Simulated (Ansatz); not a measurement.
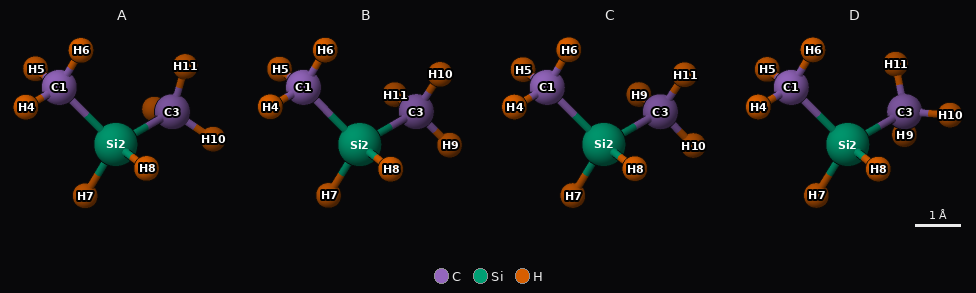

4 geometries from a converged minimum-energy path of C2H8Si, shuffled. A ball-and-stick model, seen from a free direction.

Method: RKS PBE-D4/def2-SVP in Ansatz. Run with 5 movable images; climbing image; force threshold 0.05 eV/Å; iteration limit 60; starting path by image-dependent pair potential.

Q: Which frame is the top of the path?

A: D. In order along the path, whose images run from 0 to 6: C (image 0, 0.0 kJ/mol), A (image 1, +1.6 kJ/mol), D (image 3, +6.5 kJ/mol), B (image 6, 0.0 kJ/mol). The motion is a rotation about the Si2–C3 bond by about 120°. No bond forms or breaks between the ends.

The run took 48 s on 1 thread of Arm Neoverse V1, with other jobs on the host, peak memory 0.11 GiB.
